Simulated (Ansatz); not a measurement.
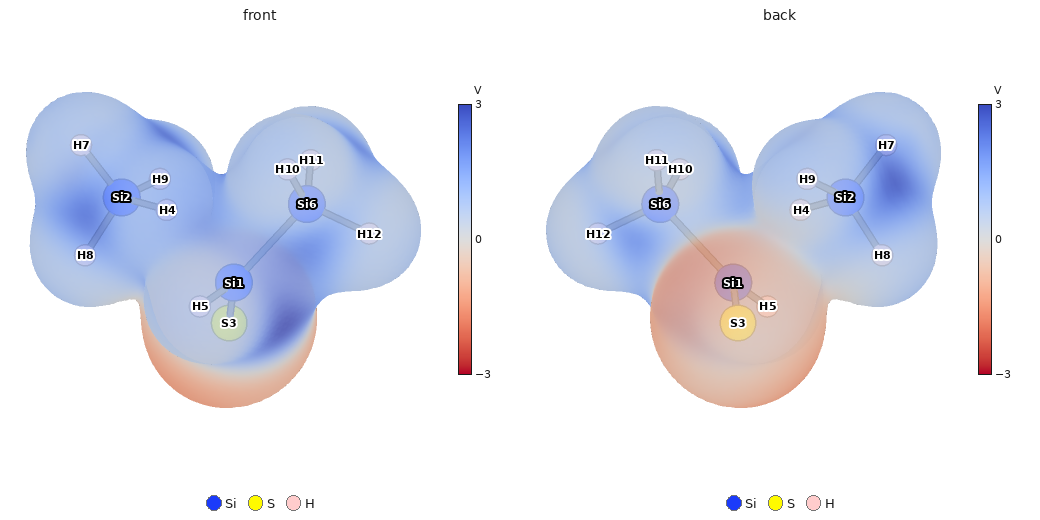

H₄SSi₂···SiH₄. The electrostatic potential painted on the density surface at 0.004 e/bohr³, seen from the front and from behind; red is negative and blue positive.

The product side of a reaction path; geometry: PBE0-D4/def2-TZVP.

These are results of Ansatz, RKS PBE0-D4/def2-TZVPP, not measurements.

Input file:

```
crystal:
  periodic: [false, false, false]
  atoms:
    - {symbol: Si, position_ang: [-0.429703, -0.470426, -1.236143]}
    - {symbol: Si, position_ang: [1.440137, 1.565585, 0.328682]}
    - {symbol: S, position_ang: [1.227796, -1.121010, -2.051537]}
    - {symbol: H, position_ang: [0.018339, 1.070235, 0.138099]}
    - {symbol: H, position_ang: [-1.284937, 0.581073, -1.860942]}
    - {symbol: Si, position_ang: [-1.458495, -1.525430, 0.585599]}
    - {symbol: H, position_ang: [1.349981, 2.663208, 1.327828]}
    - {symbol: H, position_ang: [1.917004, 2.065076, -0.976903]}
    - {symbol: H, position_ang: [2.230821, 0.431055, 0.848341]}
    - {symbol: H, position_ang: [-2.433800, -0.608909, 1.236448]}
    - {symbol: H, position_ang: [-0.405892, -1.913500, 1.557922]}
    - {symbol: H, position_ang: [-2.171150, -2.737056, 0.102604]}
basis:
  gaussian: {orbitals: def2-TZVPP}
hamiltonian: {xc: pbe0, dispersion: d4}
output: {orbitals: {seedname: orbitals}}
```

Launched as:

```sh
ansatz run in.yaml --threads 4 --pin off --events-out ev --progress --plain --max-ram 9574MiB
```

Where is the surface potential most negative and most positive?

The most negative region (about −1.3 V) lies over S3, the most positive (about +2.7 V) over Si1 and Si2.
